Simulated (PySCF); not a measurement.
C$_{4}$H$_{10}$N$_{2}$ (piperazine)

```xyz
16

C     1.2432    0.7430    0.0929
C     1.1253   -0.7802   -0.0310
N    -0.0651   -1.2245    0.7080
C    -1.2241   -0.6184    0.0374
C    -1.1250    0.9062    0.1621
N     0.0841    1.4313   -0.4467
H     2.1374    1.0991   -0.4225
H     1.3149    1.0047    1.1516
H     1.0720   -1.0548   -1.0989
H     2.0040   -1.2595    0.4076
H    -0.1403   -2.2116    0.4604
H    -2.1332   -0.9745    0.5282
H    -1.2707   -0.8934   -1.0308
H    -1.9903    1.3831   -0.3023
H    -1.0986    1.1713    1.2222
H     0.0446    1.2838   -1.4533
```

Geometry: GFN2-xTB, coordinate held.

These are results of PBE0/pcSseg-1, SCF density, gas phase, non-relativistic (PySCF), not measurements.

> What will maps of the electron density and electron localisation function show?

C–N (1.47 Å): ρ at the midpoint is about 1.9 e/Å³; the ELF peaks at about 0.95 between the atoms (a shared electron pair).
C–C (1.53 Å): the density is about 1.7 e/Å³ at the midpoint; the ELF peaks at about 0.95 between the atoms; localised, covalent bonding.
N–H (1.02 Å): ρ is about 2.8 e/Å³ halfway; the ELF climbs to about 1 towards the hydrogen, as it does in any bond to H; a covalent bond by its length.
C–H (1.09 Å): ρ is about 2 e/Å³ halfway; the ELF climbs to about 1 towards the hydrogen (an ordinary covalent bond to hydrogen).

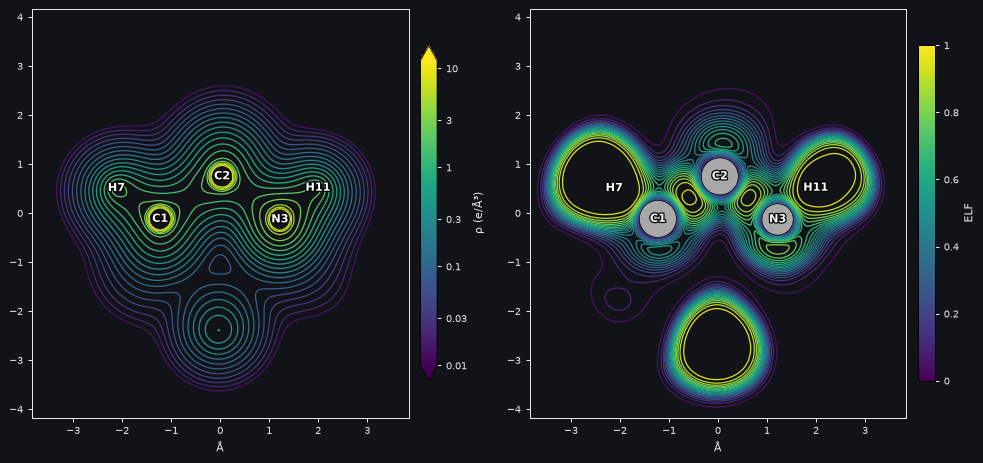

Computed electron density and electron localisation function on the plane of atoms C2, C1 and H7, in this order. Grey discs cover the atomic cores in the ELF map. 
